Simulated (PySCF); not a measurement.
# Two runs on P2

System: P2, charge −1, multiplicity 2.
Method of run A: UKS-wb97/jorge-dzp (PySCF 2.14.0).

Text and figures count atoms from 1; the logs count them from 0 in places.

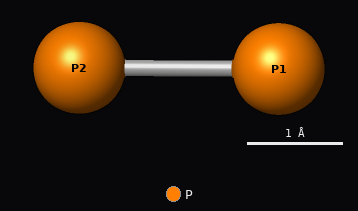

**Figure 1.** The input geometry (ball-and-stick view, seen on its broad side; atoms are numbered from 1 in the order of the input).

**Input, run A**
```python
from pyscf import gto, dft

mol = gto.M(
    atom='P 0 0 0; P 0 0 2.107',
    basis='jorge-dzp',
    charge=-1,
    spin=1,
    verbose=4,
)
mf = dft.UKS(mol, xc='wb97')
mf.kernel()
mf.dip_moment()
print('orbital energies (hartree):', [e[max(0, n-3):n+3].round(4) for e, n in zip(mf.mo_energy, mol.nelec)])
```

Launched with:
```bash
OMP_NUM_THREADS=1 python input.py
```

Hardware: 1 CPU thread, shared host.

**Output, shortened to warnings, some set-up lines, iterations and results (run A)**
```
WARN: alpha nocc = 16  HOMO -0.117603366060791 >= LUMO -0.117603366060742
WARN: HOMO -0.117603366060791 >= LUMO -0.117603366060767
[...]
cycle= 1 E= -682.647684250095  delta_E= -0.307  |g|= 0.158  |ddm|= 1.22
cycle= 2 E= -682.660882768609  delta_E= -0.0132  |g|= 0.0388  |ddm|= 0.331
cycle= 3 E= -682.662027767468  delta_E= -0.00114  |g|= 0.0144  |ddm|= 0.0717
cycle= 4 E= -682.662165166537  delta_E= -0.000137  |g|= 0.00376  |ddm|= 0.0201
cycle= 5 E= -682.662186154808  delta_E= -2.1e-05  |g|= 0.000567  |ddm|= 0.0103
cycle= 6 E= -682.662186672943  delta_E= -5.18e-07  |g|= 0.000157  |ddm|= 0.00134
cycle= 7 E= -682.662186709329  delta_E= -3.64e-08  |g|= 4.29e-05  |ddm|= 0.00038
cycle= 8 E= -682.662186712543  delta_E= -3.21e-09  |g|= 9.64e-06  |ddm|= 0.000133
cycle= 9 E= -682.662186712741  delta_E= -1.98e-10  |g|= 1.68e-06  |ddm|= 3.56e-05
  alpha nocc = 16  HOMO = -0.0353741494759703  LUMO = 0.229782045935615
  beta  nocc = 15  HOMO = -0.0934865389307653  LUMO = 0.206685358892486
  HOMO = -0.035374149476  LUMO = 0.206685358892  gap/eV = 6.58677
Extra cycle  E= -682.662186712746  delta_E= -5.23e-12  |g|= 7.43e-07  |ddm|= 3.31e-06
converged SCF energy = -682.662186712746  <S^2> = 0.75798429  2S+1 = 2.0079684

WARN: System has nonzero charge -1; the dipole moment is origin-dependent.
Location of origin: [0. 0. 0.]

Dipole moment(X, Y, Z, Debye):  0.00000,  0.00000, -5.06018
orbital energies (hartree): [array([-0.1524, -0.1215, -0.0354,  0.198 ,  0.3484,  0.5751]), array([-0.1399, -0.1151, -0.0935,  0.2067,  0.2298,  0.357 ])]
```

The input of run B differs as follows (lines with − go, lines with + come):
```diff
-    atom='P 0 0 0; P 0 0 2.107',
+    atom='P 0 0 0; P 0 0 3.161',
```

Predict how the results change.

With the same method and basis, run B lies 134.5 kcal/mol higher. The number of SCF iterations is the same.

**Output, shortened to warnings, some set-up lines, iterations and results (run B)**
```
WARN: alpha nocc = 16  HOMO -0.17262576906032 >= LUMO -0.172625769060172
WARN: HOMO -0.17262576906032 >= LUMO -0.172625769060328
[...]
cycle= 1 E= -682.436262978299  delta_E= -0.526  |g|= 0.151  |ddm|= 1.09
cycle= 2 E= -682.447027701199  delta_E= -0.0108  |g|= 0.0287  |ddm|= 0.241
cycle= 3 E= -682.447782896691  delta_E= -0.000755  |g|= 0.00883  |ddm|= 0.0501
cycle= 4 E= -682.447886561214  delta_E= -0.000104  |g|= 0.0035  |ddm|= 0.0174
cycle= 5 E= -682.447900716055  delta_E= -1.42e-05  |g|= 0.00048  |ddm|= 0.0079
cycle= 6 E= -682.447901102611  delta_E= -3.87e-07  |g|= 0.000148  |ddm|= 0.00163
cycle= 7 E= -682.447901149259  delta_E= -4.66e-08  |g|= 5.38e-05  |ddm|= 0.000515
cycle= 8 E= -682.447901155056  delta_E= -5.8e-09  |g|= 1.69e-05  |ddm|= 0.000158
cycle= 9 E= -682.447901155741  delta_E= -6.85e-10  |g|= 2.75e-06  |ddm|= 6.16e-05
  alpha nocc = 16  HOMO = -0.0743484814269729  LUMO = 0.140841925885808
  beta  nocc = 15  HOMO = -0.0449919908266977  LUMO = 0.117565514360663
  HOMO = -0.0449919908267  LUMO = 0.117565514361  gap/eV = 4.42342
Extra cycle  E= -682.447901155753  delta_E= -1.18e-11  |g|= 1.25e-06  |ddm|= 5.87e-06
converged SCF energy = -682.447901155753  <S^2> = 0.75854366  2S+1 = 2.0085255

WARN: System has nonzero charge -1; the dipole moment is origin-dependent.
Location of origin: [0. 0. 0.]

Dipole moment(X, Y, Z, Debye):  0.00000,  0.00000, -7.59146
orbital energies (hartree): [array([-0.1098, -0.1096, -0.0743,  0.1087,  0.1695,  0.5811]), array([-0.1031, -0.0668, -0.045 ,  0.1176,  0.1408,  0.1802])]
```

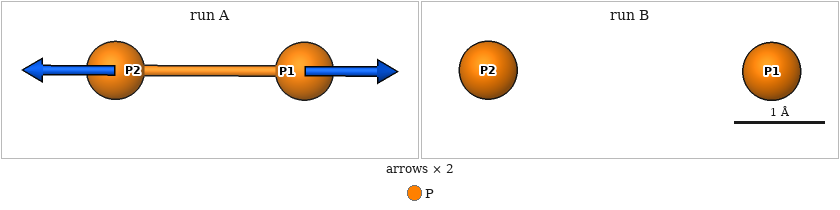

**Figure 2.** The two input geometries at one scale (ball-and-stick view, seen at a tilt). The blue arrows on the first give the shifts of the atoms after the best rigid fit, magnified 2 times. The largest moves after the best rigid fit, 0.53 Å, are those of P1 and P2. Among the contacts that change: P1–P2 2.107 → 3.161 Å.

**The two runs side by side**

```csv
quantity,run A,run B
outcome,converged,converged
SCF energy (hartree),−682.662187,−682.447901
⟨S²⟩,0.758,0.759
SCF iterations,9,9
wall time (shared host),2.1 s,2 s
```
